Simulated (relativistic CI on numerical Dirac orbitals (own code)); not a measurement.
Relativistic CI calculation for Pr⁴⁺

System: Pr⁴⁺.
Method: Dirac-Coulomb-Breit CI, KLI orbitals optimised for each configuration, model QED (radiative potential, 1s self-energy scaled to tabulated hydrogen-like ionisation energies), valence Slater integrals scaled by 0.75, one configuration in a parametric crystal field (relativistic CI on numerical Dirac orbitals, in-house).

## Input
```
atom Pr  Z=59  charge=4  electrons=55
nucleus A=141  rms_radius_fm=4.8919
hamiltonian dirac-coulomb  breit=on  qed=on  c_scale=1
orbitals kli  potential=per-configuration
slater_scale 0.75
correlation none
mixing on
configurations
  [Xe] 4f
end
crystal_field D3d B20=2170 B40=400 B43=-2630 B60=10 B63=640 B66=920
```

Hardware: 1 CPU thread, shared host.

The program writes its results to a structured record and prints no log; tables and figures of this report are taken from that record.

## The lowest 2 levels

```tsv
Configuration	Level	E (cm⁻¹)	LS purity (%)
4f	²F°₅/₂	0	100
4f	²F°₇/₂	2,909	100
```

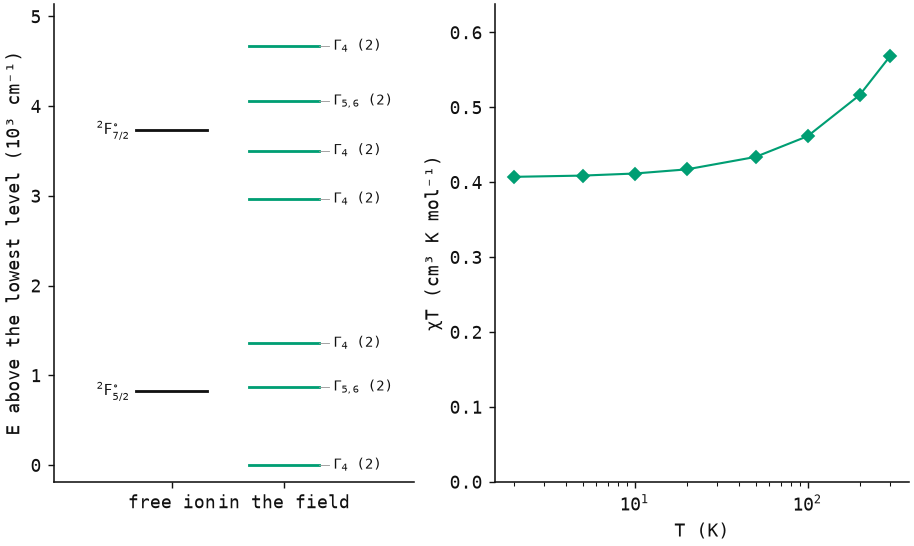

Pr⁴⁺ (4f) in a field of D3d symmetry with B20 = 2,170, B40 = 400, B43 = −2,630, B60 = 10, B63 = 640, B66 = 920 cm⁻¹ (Wybourne parameters). Labels give the double-group representation and, in brackets, the degeneracy; the lowest 7 of 7 levels are drawn. One open-shell configuration in a parametric field without covalency; powder susceptibility by Van Vleck's formula. The free ion's lowest level is ²F°₅/₂. The ground level is Γ₄, a Kramers doublet, with total spin S = 0.50 and J = 2.52 (from expectation values); its principal g values, for an effective spin of 1/2, are 0.25, 0.25 and 3.59. The next level lies at 867 cm⁻¹ (Γ₅,₆). The field lowers the ground state by 826 cm⁻¹ against the free ion. χT is 0.407 cm³ K mol⁻¹ at 2 K, 0.434 at 50 K and 0.568 at 300 K, an effective moment of 2.13 μB at room temperature.

## Summary

```tsv
quantity	value
outcome	converged
lowest level	4f ²F°₅/₂
first excited level	4f ²F°₇/₂, 2,909 cm⁻¹
levels computed	7
```
